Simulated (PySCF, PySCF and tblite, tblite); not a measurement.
# C7H7FO: conformers and averaged spectra

Aim: find the conformers of C7H7FO (`OCc1ccccc1F`), weigh them, and average their properties.

Computed with tblite 0.8.0 (tight binding) and PySCF 2.14.0 (DFT, with response routines of our own); each step states its level. Atoms count from 0 throughout.

## Step 1: The starting structure

16 atoms, charge 0, multiplicity 1; geometry from: MMFF94s geometry.

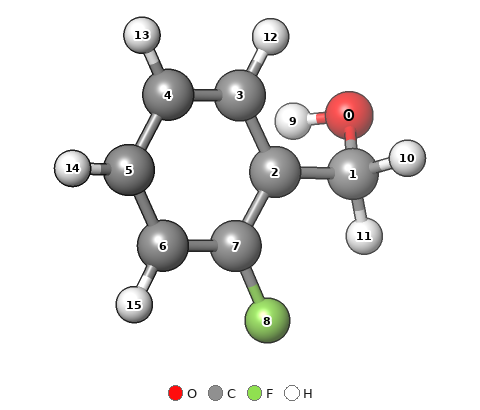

The starting geometry (oxygen red, carbon grey, fluorine green, hydrogen white), atoms numbered.

## Step 2: GFN2-xTB relaxation, conformer 1

The job: settings as JSON, then the geometry in Å.

```
{"job": {"xc": "GFN2-xTB", "basis": "xTB", "kind": "relax"}, "charge": 0, "multiplicity": 1}
O      2.854800    -0.046100    -0.250100
C      1.847600    -0.855700     0.352100
C      0.492800    -0.281500     0.160100
C      0.229900     1.086400     0.400500
C     -1.053500     1.603700     0.245900
C     -2.103500     0.780700    -0.178900
C     -1.861200    -0.567700    -0.420100
C     -0.574500    -1.083900    -0.240200
F     -0.373700    -2.397100    -0.473400
H      2.501300     0.205600    -1.121100
H      2.068600    -0.938200     1.429900
H      1.932300    -1.862900    -0.074400
H      1.032100     1.731700     0.752500
H     -1.231400     2.658800     0.431400
H     -3.099800     1.200300    -0.304800
H     -2.669600    -1.225100    -0.720900
```

On the command line:

```console
$ OMP_NUM_THREADS=1 python ens_run.py task.json out
```

This one command runs the whole study; its stages follow in the order run.

The program printed:

```text
step      E/eV     max force
  0    -743.75947    1.200
  1    -743.79774    0.407
  2    -743.81202    0.275
  3    -743.82423    0.231
  4    -743.82799    0.166
  5    -743.83179    0.151
  6    -743.83465    0.167
  7    -743.83746    0.131
  8    -743.83913    0.074
  9    -743.84005    0.087
 10    -743.84074    0.088
 11    -743.84157    0.078
 12    -743.84253    0.070
 13    -743.84343    0.088
 14    -743.84416    0.078
 15    -743.84488    0.086
 16    -743.84569    0.073
 17    -743.84639    0.056
 18    -743.84676    0.041
 19    -743.84698    0.040
 20    -743.84698    0.040
 21    -743.84709    0.035
 22    -743.84747    0.038
 23    -743.84758    0.042
 24    -743.84780    0.038
 25    -743.84794    0.030
 26    -743.84809    0.027
 27    -743.84825    0.029
 28    -743.84840    0.032
 29    -743.84854    0.030
 30    -743.84870    0.030
 31    -743.84890    0.034
 32    -743.84911    0.036
 33    -743.84931    0.031
 34    -743.84950    0.032
 35    -743.84969    0.035
 36    -743.84986    0.039
 37    -743.85000    0.036
 38    -743.85016    0.036
 39    -743.85039    0.042
 40    -743.85068    0.045
 41    -743.85094    0.039
 42    -743.85109    0.034
 43    -743.85120    0.029
 44    -743.85133    0.029
 45    -743.85148    0.031
 46    -743.85164    0.032
 47    -743.85181    0.031
 48    -743.85197    0.032
 49    -743.85214    0.034
 50    -743.85229    0.037
 51    -743.85241    0.040
 52    -743.85255    0.041
 53    -743.85273    0.040
 54    -743.85298    0.040
 55    -743.85329    0.044
 56    -743.85361    0.044
 57    -743.85391    0.045
 58    -743.85424    0.059
 59    -743.85455    0.058
 60    -743.85488    0.054
 61    -743.85518    0.044
 62    -743.85551    0.045
 63    -743.85569    0.039
 64    -743.85602    0.048
 65    -743.85631    0.041
 66    -743.85665    0.050
 67    -743.85698    0.050
 68    -743.85734    0.053
 69    -743.85772    0.095
 70    -743.85819    0.050
 71    -743.85873    0.051
 72    -743.85900    0.050
 73    -743.85919    0.050
 74    -743.85955    0.050
 75    -743.85980    0.044
 76    -743.86001    0.039
 77    -743.86018    0.033
 78    -743.86034    0.026
 79    -743.86043    0.027
 80    -743.86049    0.024
 81    -743.86055    0.019
 82    -743.86067    0.023
 83    -743.86078    0.031
 84    -743.86087    0.026
 85    -743.86092    0.018
 86    -743.86096    0.021
 87    -743.86101    0.021
 88    -743.86106    0.016
 89    -743.86110    0.011
 90    -743.86112    0.008
 91    -743.86112    0.006
 92    -743.86113    0.006
 93    -743.86113    0.004
 94    -743.86114    0.003
```

Run time: 0.85 s. Hardware: 1 thread of Arm Neoverse N1, shared host.

Gain 0.102 eV; displacement 0.25 Å root mean square.

**GFN2-xTB relaxation, conformer 2**

The job: settings as JSON, then the geometry in Å.

```
{"job": {"xc": "GFN2-xTB", "basis": "xTB", "kind": "relax"}, "charge": 0, "multiplicity": 1}
O      2.646500    -0.931200     0.386200
C      1.888300     0.283700     0.492700
C      0.460300     0.087300     0.127700
C     -0.079000    -1.130900    -0.299300
C     -1.431100    -1.254700    -0.623000
C     -2.274100    -0.141800    -0.562300
C     -1.755300     1.090000    -0.152400
C     -0.402600     1.196600     0.192000
F      0.072100     2.379500     0.582400
H      3.544900    -0.715700     0.653000
H      2.350300     1.021600    -0.157900
H      1.957200     0.616000     1.542900
H      0.556000    -2.015800    -0.342200
H     -1.821600    -2.214600    -0.953400
H     -3.322400    -0.224500    -0.822300
H     -2.397000     1.963500    -0.075500
```

The program printed:

```text
step      E/eV     max force
  0    -743.71292    1.656
  1    -743.76893    0.372
  2    -743.78019    0.271
  3    -743.78937    0.179
  4    -743.79263    0.125
  5    -743.79505    0.118
  6    -743.79682    0.112
  7    -743.79873    0.116
  8    -743.80021    0.079
  9    -743.80104    0.074
 10    -743.80145    0.044
 11    -743.80172    0.033
 12    -743.80172    0.033
 13    -743.80184    0.030
 14    -743.80205    0.029
 15    -743.80216    0.030
 16    -743.80238    0.032
 17    -743.80253    0.035
 18    -743.80268    0.041
 19    -743.80282    0.044
 20    -743.80297    0.043
 21    -743.80312    0.039
 22    -743.80327    0.035
 23    -743.80343    0.035
 24    -743.80354    0.021
 25    -743.80359    0.012
 26    -743.80360    0.008
 27    -743.80361    0.007
 28    -743.80361    0.007
 29    -743.80362    0.005
 30    -743.80362    0.004
```

Wall time 0.32 s (1 thread of Arm Neoverse N1, shared host).

Relaxing gained 0.091 eV and moved the atoms by 0.04 Å on average (rms).

## Step 3: Shieldings, conformer 1: PBE0/pcSseg-1

The job: settings as JSON, then the geometry in Å.

```
{"job": {"xc": "PBE0", "basis": "pcSseg-1", "kind": "nmr", "pop": true}, "charge": 0, "multiplicity": 1}
O      2.876091     0.055030     0.110814
C      1.836804    -0.878860     0.253523
C      0.456914    -0.282624     0.114242
C      0.228379     1.077473     0.271179
C     -1.045251     1.604243     0.142517
C     -2.117073     0.776411    -0.142906
C     -1.916387    -0.584558    -0.300352
C     -0.637830    -1.089585    -0.169499
F     -0.445728    -2.420445    -0.327407
H      2.832879     0.436283    -0.773309
H      1.950866    -1.292481     1.261579
H      1.950146    -1.706937    -0.461460
H      1.065129     1.719070     0.504748
H     -1.200257     2.664819     0.268890
H     -3.110547     1.185824    -0.241905
H     -2.731736    -1.254720    -0.522064
```

The program printed:

```text
coarse grid: 14120 points
cycle   1  E = -445.2987621116  dE =  1.593e+00  |g| = 7.378e-01  |ddm| = 3.917e+00
cycle   2  E = -445.2055635799  dE =  9.320e-02  |g| = 1.035e+00  |ddm| = 1.791e+00
cycle   3  E = -445.3971359696  dE = -1.916e-01  |g| = 1.164e-01  |ddm| = 1.194e+00
cycle   4  E = -445.4000293362  dE = -2.893e-03  |g| = 5.194e-02  |ddm| = 1.799e-01
cycle   5  E = -445.4007015552  dE = -6.722e-04  |g| = 1.550e-02  |ddm| = 6.369e-02
cycle   6  E = -445.4007575256  dE = -5.597e-05  |g| = 3.716e-03  |ddm| = 1.836e-02
cycle   7  E = -445.4007607674  dE = -3.242e-06  |g| = 8.132e-04  |ddm| = 3.998e-03
final grid: 138872 points
cycle   8  E = -445.4706464979  dE = -4.052e-05  |g| = 9.403e-03  |ddm| = 4.661e-02
cycle   9  E = -445.4706330578  dE =  1.344e-05  |g| = 1.301e-02  |ddm| = 2.251e-02
cycle  10  E = -445.4706655180  dE = -3.246e-05  |g| = 1.323e-03  |ddm| = 1.350e-02
cycle  11  E = -445.4706658350  dE = -3.170e-07  |g| = 1.940e-04  |ddm| = 1.335e-03
cycle  12  E = -445.4706658393  dE = -4.345e-09  |g| = 1.146e-04  |ddm| = 2.411e-04
cycle  13  E = -445.4706658427  dE = -3.331e-09  |g| = 2.735e-05  |ddm| = 1.384e-04
cycle  14  E = -445.4706658428  dE = -1.957e-10  |g| = 7.433e-06  |ddm| = 3.553e-05
converged SCF energy = -445.4706658428

GIAO shielding tensors (ppm)
atom      isotropic    diamagn.    paramagn.     s11        s22        s33       span
  0 O      308.984     387.973     -78.989    261.907    293.953    371.093    109.186
  1 C      123.534     238.366    -114.833     99.726    110.767    160.109     60.383
  2 C       50.474     265.991    -215.518    -19.448     11.731    159.138    178.586
  3 C       55.386     251.016    -195.630    -51.082     35.024    182.216    233.298
  4 C       57.285     254.145    -196.860    -51.725     43.834    179.745    231.470
  5 C       53.061     254.964    -201.903    -53.599     37.669    175.114    228.713
  6 C       66.044     257.196    -191.152    -20.055     50.148    168.038    188.093
  7 C       17.901     248.200    -230.298    -63.789     35.650     81.842    145.631
  8 F      296.812     476.900    -180.089    214.623    285.418    390.394    175.771
  9 H       31.466      32.249      -0.783     23.623     28.472     42.302     18.679
 10 H       26.722      27.080      -0.359     21.786     27.401     30.978      9.192
 11 H       26.317      28.644      -2.327     19.485     27.647     31.819     12.333
 12 H       23.685      32.697      -9.011     19.423     22.653     28.979      9.556
 13 H       24.202      30.745      -6.543     20.682     24.972     26.951      6.268
 14 H       24.160      30.047      -5.887     20.721     25.080     26.678      5.957
 15 H       24.407      30.182      -5.775     20.827     24.886     27.509      6.683
```

Wall time 45 s (1 thread of Arm Neoverse N1, shared host); peak memory 1 GiB.

Key values: HOMO -7.23 eV, LUMO -0.50 eV; dipole 1.74 D.

## Step 4: Shieldings, conformer 2: PBE0/pcSseg-1

The job: settings as JSON, then the geometry in Å.

```
{"job": {"xc": "PBE0", "basis": "pcSseg-1", "kind": "nmr", "pop": false}, "charge": 0, "multiplicity": 1}
O      2.590000    -0.940944     0.373725
C      1.892382     0.275224     0.501576
C      0.446365     0.095742     0.125174
C     -0.071907    -1.122534    -0.285476
C     -1.409838    -1.242750    -0.622452
C     -2.250467    -0.145630    -0.554630
C     -1.754759     1.082260    -0.147682
C     -0.419132     1.181045     0.184189
F      0.069580     2.381125     0.583586
H      3.508490    -0.797176     0.620729
H      2.331558     1.048469    -0.149024
H      1.942546     0.648015     1.537204
H      0.592123    -1.970158    -0.335410
H     -1.796573    -2.199278    -0.939810
H     -3.293024    -0.239812    -0.817320
H     -2.384944     1.955347    -0.085791
```

The program printed:

```text
coarse grid: 14120 points
cycle   1  E = -445.2964159696  dE =  1.597e+00  |g| = 7.415e-01  |ddm| = 3.926e+00
cycle   2  E = -445.2021830981  dE =  9.423e-02  |g| = 1.036e+00  |ddm| = 1.677e+00
cycle   3  E = -445.3965898743  dE = -1.944e-01  |g| = 1.104e-01  |ddm| = 1.098e+00
cycle   4  E = -445.3991278372  dE = -2.538e-03  |g| = 5.289e-02  |ddm| = 1.730e-01
cycle   5  E = -445.3998343397  dE = -7.065e-04  |g| = 1.480e-02  |ddm| = 6.372e-02
cycle   6  E = -445.3998850447  dE = -5.071e-05  |g| = 3.415e-03  |ddm| = 1.660e-02
cycle   7  E = -445.3998877340  dE = -2.689e-06  |g| = 6.239e-04  |ddm| = 3.424e-03
final grid: 138872 points
cycle   8  E = -445.4689857667  dE = -3.709e-05  |g| = 9.682e-03  |ddm| = 5.181e-02
cycle   9  E = -445.4689720557  dE =  1.371e-05  |g| = 1.332e-02  |ddm| = 2.143e-02
cycle  10  E = -445.4690054723  dE = -3.342e-05  |g| = 1.269e-03  |ddm| = 1.280e-02
cycle  11  E = -445.4690057646  dE = -2.923e-07  |g| = 1.939e-04  |ddm| = 1.291e-03
cycle  12  E = -445.4690057688  dE = -4.165e-09  |g| = 1.187e-04  |ddm| = 2.507e-04
cycle  13  E = -445.4690057723  dE = -3.502e-09  |g| = 2.631e-05  |ddm| = 1.393e-04
cycle  14  E = -445.4690057725  dE = -1.783e-10  |g| = 8.604e-06  |ddm| = 3.481e-05
converged SCF energy = -445.4690057725

GIAO shielding tensors (ppm)
atom      isotropic    diamagn.    paramagn.     s11        s22        s33       span
  0 O      318.425     384.776     -66.351    279.249    286.575    389.451    110.202
  1 C      123.175     240.033    -116.858    102.199    107.922    159.405     57.205
  2 C       53.457     263.146    -209.689    -20.525     22.171    158.724    179.249
  3 C       54.997     248.757    -193.761    -50.930     31.157    184.763    235.693
  4 C       57.722     253.868    -196.146    -51.131     44.256    180.041    231.172
  5 C       53.895     254.551    -200.656    -52.886     39.475    175.096    227.982
  6 C       67.030     256.883    -189.853    -19.045     51.945    168.191    187.236
  7 C       18.191     247.182    -228.991    -63.002     36.330     81.245    144.248
  8 F      298.669     476.567    -177.897    218.367    291.395    386.246    167.879
  9 H       30.678      28.548       2.131     20.077     27.499     44.459     24.382
 10 H       26.386      28.512      -2.126     20.249     27.834     31.074     10.826
 11 H       26.386      28.518      -2.132     20.246     27.833     31.079     10.833
 12 H       23.617      31.786      -8.169     18.793     22.749     29.309     10.516
 13 H       24.214      30.339      -6.124     20.695     24.990     26.958      6.263
 14 H       24.178      29.750      -5.572     20.698     25.148     26.687      5.989
 15 H       24.421      29.955      -5.534     20.823     24.907     27.534      6.710
```

Wall time 41 s (1 thread of Arm Neoverse N1, shared host); peak memory 0.85 GiB.

In short: HOMO -7.03 eV, LUMO -0.26 eV; dipole 0.77 D.

(Part 1 of 2 ends here.)
